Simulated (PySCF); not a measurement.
SMILES C[Si](C)(O)S[Si](O)(O)O at its GFN2-xTB optimised geometry (Å):

```
19

Si     0.9069    -0.2833     0.0000
O      0.4156     1.2606     0.0000
O      2.5221    -0.2833     0.0000
O      0.3308    -1.0385    -1.3002
S      0.1916    -1.2803     1.7812
Si    -1.9147    -1.1545     1.4110
C     -2.5546     0.6294     1.5600
C     -2.7883    -2.3292     2.6132
O     -2.1189    -1.6666    -0.1489
H      0.9067     1.8953     0.5152
H      2.9902    -1.1132     0.0012
H     -0.5822    -1.3359    -1.2575
H     -2.3655     1.0340     2.5487
H     -2.0555     1.2716     0.8396
H     -3.6241     0.6912     1.3787
H     -2.4927    -3.3597     2.4448
H     -3.8663    -2.2657     2.5028
H     -2.5463    -2.0847     3.6404
H     -2.9902    -1.8953    -0.4635
```

Computed with PySCF 2.14.0 with PBE0/def2-SVP. Cells within 0.4 Å of a nucleus heavier than hydrogen are left out (blank, or x).

Map of the electron localisation function on the plane z = 0.0 Å:

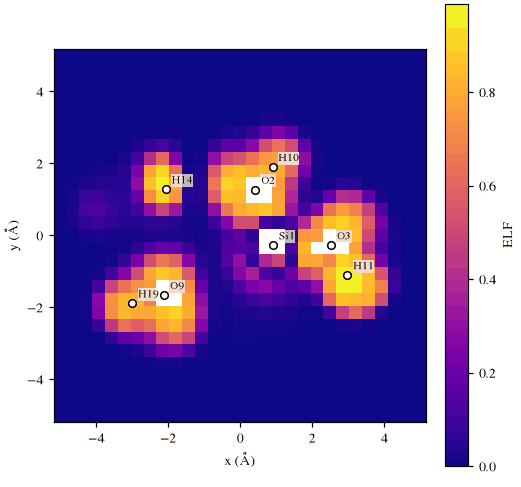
Figure: Electron localisation function on the plane z = 0.0 Å.
